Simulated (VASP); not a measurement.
Energy against volume of Eu (bcc). Calculation: MS2 meta-GGA, VASP's PBE PAW potentials (set 64) (plane waves; VASP).

The 4f electrons are frozen in the core of the lanthanide potential, so 4f levels, which can set the real gap, and their magnetism are missing.

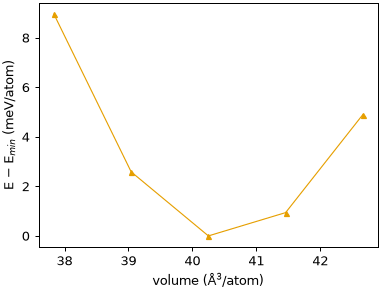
Figure: Energy against volume

Task: Estimate the equilibrium volume and the bulk modulus.

Result: The minimum lies near 40.5 Å³/atom, and the curvature gives B0 of about 15 GPa.

Measured: bulk modulus 10.9 GPa (computed value off by +37.1 %), as given by arXiv:1012.3782; a 4.582 Å at 293 K (computed value off by -5.6 %), as given by Wikipedia, Europium (infobox). The calculation is for a static lattice, while the measured bulk modulus, a hold thermal and zero-point effects, which are part of the difference.

The compound is Eu in the bcc structure. It was relaxed first, which changed the volume by -16 %.
